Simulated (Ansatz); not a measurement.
System (SMILES): Cl[Se]Cl.
Atoms: Se1, Cl2, Cl3. Bonds: Se1-Cl2, Se1-Cl3.

Basis-set convergence of the highest harmonic wavenumber at MP2 with Ansatz (a first-principles code). Each level at its own minimum, finite differences of forces, unscaled; the reference is a large set that could be run, not a limit. Cartesian d functions, on some or all atoms, in 6-31G*, 6-311G**; all else is spherical. Cores are frozen (with 3d on Ga to Br). No added dispersion term, no relativity. Reference: the value in aug-cc-pV(T+d)Z, 438 cm⁻¹, itself unsure by roughly 3 cm⁻¹ (its distance from def2-TZVPPD). Deviations are taken from unrounded values. Cost is core time over that of def2-SVP, rough, on shared machines of one kind.

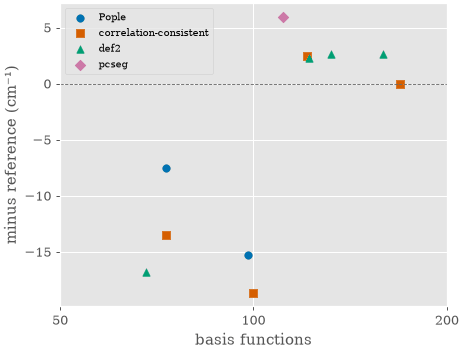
Deviation from the reference against the number of basis functions, by family of sets.

```json
[
 {"basis": "def2-SVP", "functions": "68", "highest harmonic wavenumber (cm⁻¹)": "421", "minus reference (cm⁻¹)": "-17", "cost": "1×"},
 {"basis": "6-31G*", "functions": "73", "highest harmonic wavenumber (cm⁻¹)": "431", "minus reference (cm⁻¹)": "-7", "cost": "1×"},
 {"basis": "cc-pV(D+d)Z", "functions": "73", "highest harmonic wavenumber (cm⁻¹)": "425", "minus reference (cm⁻¹)": "-14", "cost": "2×"},
 {"basis": "6-311G**", "functions": "98", "highest harmonic wavenumber (cm⁻¹)": "423", "minus reference (cm⁻¹)": "-15", "cost": "2×"},
 {"basis": "aug-cc-pV(D+d)Z", "functions": "100", "highest harmonic wavenumber (cm⁻¹)": "420", "minus reference (cm⁻¹)": "-19", "cost": "3×"},
 {"basis": "pcseg-2", "functions": "111", "highest harmonic wavenumber (cm⁻¹)": "444", "minus reference (cm⁻¹)": "6", "cost": "3×"},
 {"basis": "cc-pV(T+d)Z", "functions": "121", "highest harmonic wavenumber (cm⁻¹)": "441", "minus reference (cm⁻¹)": "3", "cost": "3×"},
 {"basis": "def2-TZVP", "functions": "122", "highest harmonic wavenumber (cm⁻¹)": "441", "minus reference (cm⁻¹)": "2", "cost": "3×"},
 {"basis": "def2-TZVPP", "functions": "132", "highest harmonic wavenumber (cm⁻¹)": "441", "minus reference (cm⁻¹)": "3", "cost": "4×"},
 {"basis": "def2-TZVPPD", "functions": "159", "highest harmonic wavenumber (cm⁻¹)": "441", "minus reference (cm⁻¹)": "3", "cost": "5×"},
 {"basis": "aug-cc-pV(T+d)Z", "functions": "169", "highest harmonic wavenumber (cm⁻¹)": "438", "minus reference (cm⁻¹)": "0", "cost": "6×"}
]
```
